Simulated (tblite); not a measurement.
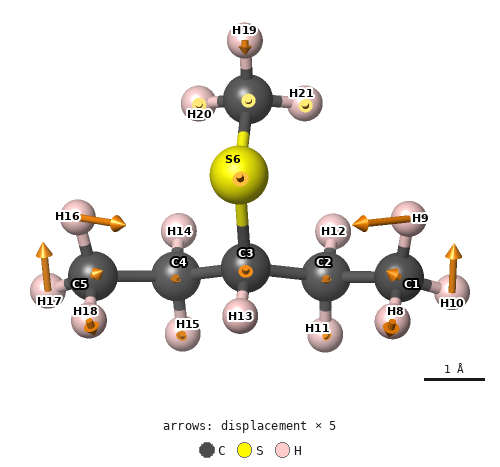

This is a relaxation of C$_{6}$H$_{14}$S. The starting structure is drawn; orange arrows show the displacements, 5 times their true length. The two geometries are superimposed by the best rigid fit.

Style: ball-and-stick. Shown face on.

Computed with tblite 0.8.0, GFN2-xTB geometry optimisation, gas phase. 

Question: Describe the change and its energy.

Answer: Over 54 geometry steps the energy falls by 1.83 kcal/mol. The largest move after the best rigid fit is that of an H atom, 0.23 Å. By element the largest moves are H 0.23 Å, S 0.08 Å, C 0.06 Å. Among the contacts that change: C–C 1.546 → 1.527 Å, C–S 1.850 → 1.837 Å, C–H 1.097 → 1.085 Å, C–H 1.083 → 1.093 Å. Among the angles between lasting bonds that change: S–C–H 104.4° → 101.7°, C–C–H 106.8° → 109.4°, C–C–C 109.7° → 112.1°.
